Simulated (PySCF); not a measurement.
## Core-level calculation, with input and output: C3H6F2Si

System: C3H6F2Si.
Method: delta-SCF UKS SCAN, def2-TZVP on the ionised atom, pcseg-1 elsewhere, spin-free X2C (PySCF 2.14.0).

Figures and captions count atoms from 1; the log counts them from 0 in places.

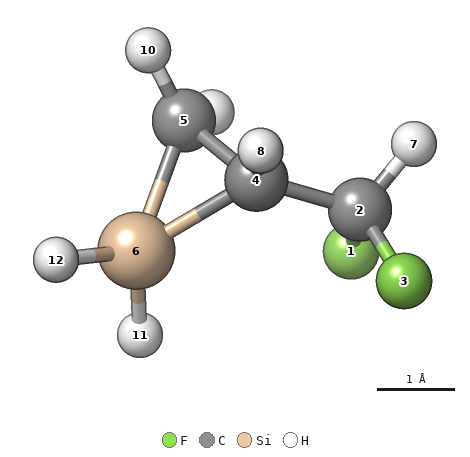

Figure 1. The input geometry (ball-and-stick view, seen at a tilt; atoms are numbered from 1 in the order of the input).

## Key numbers

| quantity | value |
| --- | --- |
| outcome | converged |
| hardware | 1 CPU thread, shared host |
| wall time | 45 s |
| peak memory | 0.46 GiB |

## Input file
```
{"job": {"kind": "xps", "basis": "def2-TZVP"}, "charge": 0, "multiplicity": 1}
F     -1.168566    -0.647517     1.483033
C     -1.482882    -0.259275     0.217887
F     -2.096213    -1.298020    -0.390157
C     -0.245428     0.130914    -0.522702
C      0.762242     1.046704     0.188608
Si     1.416337    -0.656128    -0.183903
H     -2.218572     0.562570     0.304552
H     -0.459755     0.384270    -1.567622
H      0.536649     1.253984     1.241250
H      1.112479     1.929160    -0.356192
H      1.571053    -1.630165     0.919684
H      2.316005    -0.843443    -1.347799
```

The first line tells a small driver script what to run in PySCF; the rest is the geometry in Å.

Command:
```bash
OMP_NUM_THREADS=1 python <driver script> task.json out
```

## Output
```
ground state, core basis on atom 0 (F), 135 functions
  cycle   1  E = -607.60256116  |g| = 7.55e-01
  cycle   2  E = -607.41648071  |g| = 1.24e+00
  cycle   3  E = -607.70692855  |g| = 7.40e-02
  cycle   4  E = -607.70764867  |g| = 5.19e-02
  cycle   5  E = -607.70807246  |g| = 9.60e-03
  cycle   6  E = -607.70809169  |g| = 2.50e-03
  cycle   7  E = -607.70809387  |g| = 1.39e-03
  cycle   8  E = -607.70809281  |g| = 2.04e-04
  E(ground) = -607.74012044 Eh
hole in F 1s of atom 0
  cycle   1  E = -581.34655649  |g| = 2.46e+00
  cycle   2  E = -580.71798988  |g| = 2.13e+00
[... 7 cycles left out ...]
  E(ion) = -582.24811492 Eh   <S^2> = 0.7564   hole on atom = 1.000   binding energy = 693.673 eV
ground state, core basis on atom 1 (C), 135 functions
[... 6 cycles left out ...]
  E(ground) = -607.70609884 Eh
hole in C 1s of atom 1
[... 11 cycles left out ...]
  E(ion) = -596.83733416 Eh   <S^2> = 0.7700   hole on atom = 1.000   binding energy = 295.754 eV
ground state, core basis on atom 2 (F), 135 functions
[... 6 cycles left out ...]
  E(ground) = -607.74092504 Eh
hole in F 1s of atom 2
[... 11 cycles left out ...]
  E(ion) = -582.25101166 Eh   <S^2> = 0.7566   hole on atom = 1.000   binding energy = 693.616 eV
ground state, core basis on atom 3 (C), 135 functions
[... 6 cycles left out ...]
  E(ground) = -607.70324169 Eh
hole in C 1s of atom 3
[... 11 cycles left out ...]
  E(ion) = -597.00791198 Eh   <S^2> = 0.7715   hole on atom = 1.000   binding energy = 291.035 eV
ground state, core basis on atom 4 (C), 135 functions
[... 5 cycles left out ...]
  E(ground) = -607.70187072 Eh
hole in C 1s of atom 4
[... 10 cycles left out ...]
  E(ion) = -597.01196649 Eh   <S^2> = 0.7700   hole on atom = 1.000   binding energy = 290.887 eV
ground state, core basis on atom 5 (Si), 137 functions
[... 6 cycles left out ...]
  E(ground) = -607.68639648 Eh
hole in Si 1s of atom 5
[... 10 cycles left out ...]
  cycle  11  E = -539.68697179  |g| = 3.43e-04
  E(ion) = -539.68466134 Eh   <S^2> = 0.7529   hole on atom = 1.000   binding energy = 1850.421 eV
hole in Si 2p of atom 5
  cycle   1  E = -603.41878418  |g| = 1.18e+00
  cycle   2  E = -603.24677353  |g| = 1.04e+00
  cycle   3  E = -603.66049880  |g| = 3.37e-01
  cycle   4  E = -603.72767230  |g| = 1.39e-01
  cycle   5  E = -603.73719131  |g| = 5.65e-02
  cycle   6  E = -603.73865058  |g| = 1.40e-02
  cycle   7  E = -603.73871508  |g| = 4.01e-03
  cycle   8  E = -603.73872119  |g| = 1.13e-03
  cycle   9  E = -603.73872220  |g| = 4.14e-04
  E(ion) = -603.74091777 Eh   <S^2> = 0.7514   hole on atom = 1.003   binding energy = 107.362 eV
  2p3/2 = 107.136 eV   2p1/2 = 107.747 eV
```

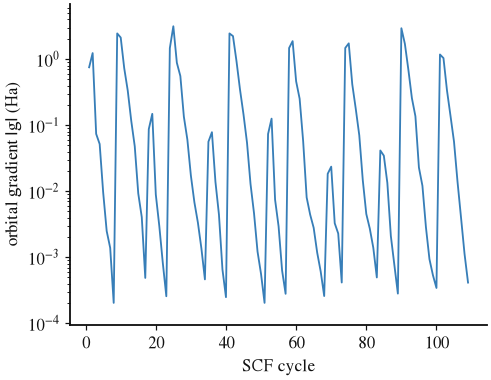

Figure 2. Convergence of the self-consistent field: orbital gradient |g| against the SCF cycle. All cycles printed in the log are drawn one after another.

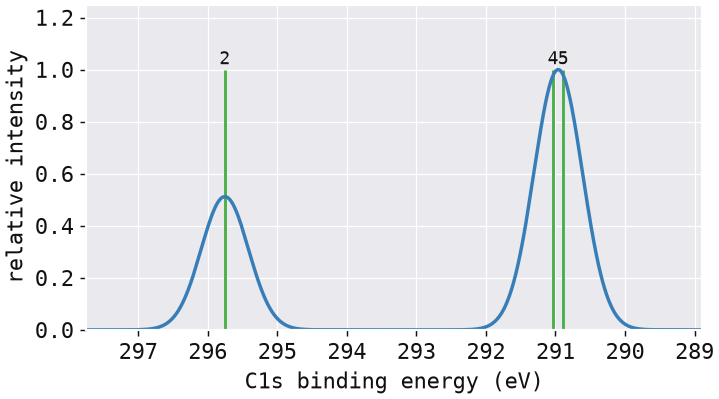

Figure 3. C1s binding energies by ΔSCF of the atoms computed, labelled by atom number, with a Gaussian envelope of 0.8 eV full width. They run from 290.89 eV (atom 5) to 295.75 eV (atom 2).
